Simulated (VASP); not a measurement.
Band structure of SiMo (relaxed from the FeB structure, space group Pnma). Method: PBEsol GGA, VASP's PBE PAW potentials (set 64) (plane waves; VASP).

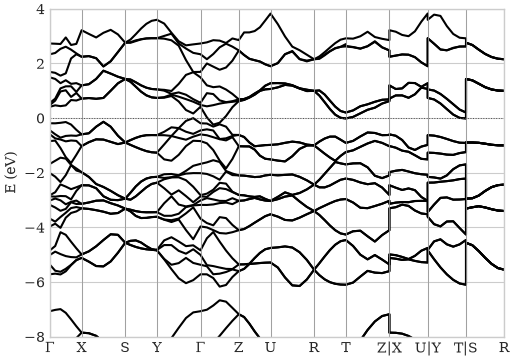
Figure: Bands along high-symmetry lines, zero at the valence-band maximum or, without a gap, the Fermi level

Problem. Read the plot: is there a gap, and where are the band edges?

Solution. It has no gap at this level: it comes out as a metal or semimetal. (Edges off the drawn lines would not show.)

The structure was generated: SiMo was put into the FeB type (Pnma), which need not be its known phase. It was relaxed first, which changed the volume by -39 %.
